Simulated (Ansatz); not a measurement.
Input

```
crystal:
  periodic: [false, false, false]
  atoms:
    - { symbol: "N", position_ang: [-0.7628, 1.6058, -0.3699] }
    - { symbol: B, position_ang: [-0.6079, 0.1435, -0.3437] }
    - { symbol: Si, position_ang: [0.5298, -1.2962, 0.3981] }
    - { symbol: S, position_ang: [-0.2269, -1.483, -1.3831] }
    - { symbol: H, position_ang: [0.0713, 2.0585, -0.7778] }
    - { symbol: H, position_ang: [-0.8971, 1.9842, 0.6082] }
    - { symbol: H, position_ang: [2.0272, -0.9947, 0.3498] }
    - { symbol: H, position_ang: [-0.0415, -2.0753, 1.4626] }
basis:
  gaussian: { orbitals: def2-SVP }
hamiltonian:
  xc: pbe
  dispersion: d4
relax:
  f_tol: 0.015
  max_steps: 40
output:
  orbitals: {}
```

Launched as:

```sh
ansatz run input.yaml --threads 1 --pin off --max-ram 2048MiB --backend cpu --events-out ev --progress --plain --runs-dir out
```

The fields are those of the relaxed geometry.

Theory: RKS PBE-D4/def2-SVP (Ansatz).

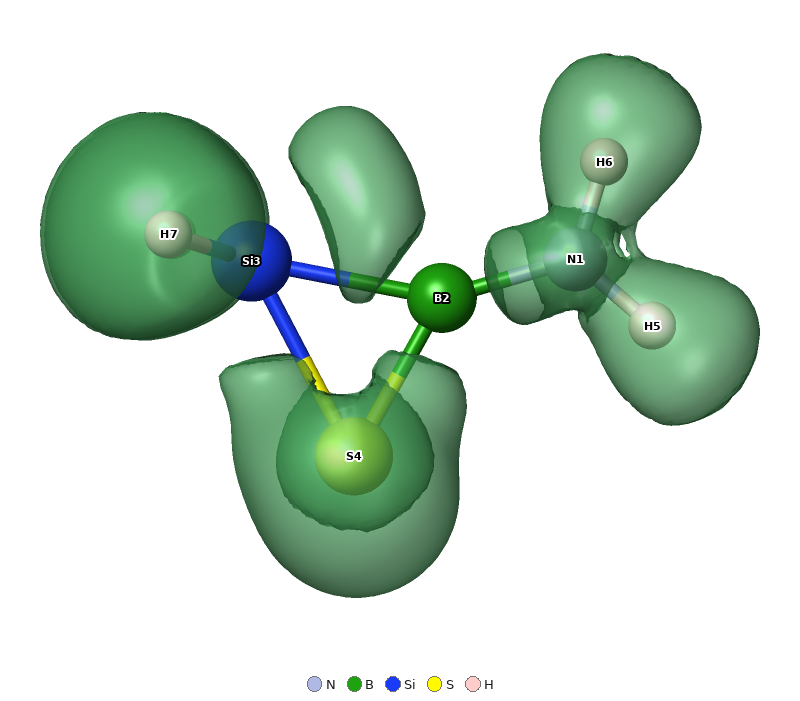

BH$_{4}$NSSi. Isosurface of the ELF at 0.75 (green), seen across its widest extent. Only the valence region is drawn (cores and ρ < 0.01 e/Å³ removed).

**Describe the localisation domains.**

The surface consists of two regions around hydrogen nuclei, one region on S in which the atom's valence shell and bonds are merged, one region on Si in which the atom's valence shell and bonds are merged and one joined region spread over several atoms (H, N), in which their bonds and any lone pairs are merged. Profiles from the grid: B–N (1.39 Å): the ELF peaks at about 0.95 between the atoms; a polar covalent bond. B–S (1.82 Å): the ELF peaks at about 0.85 between the atoms (a covalent bond).
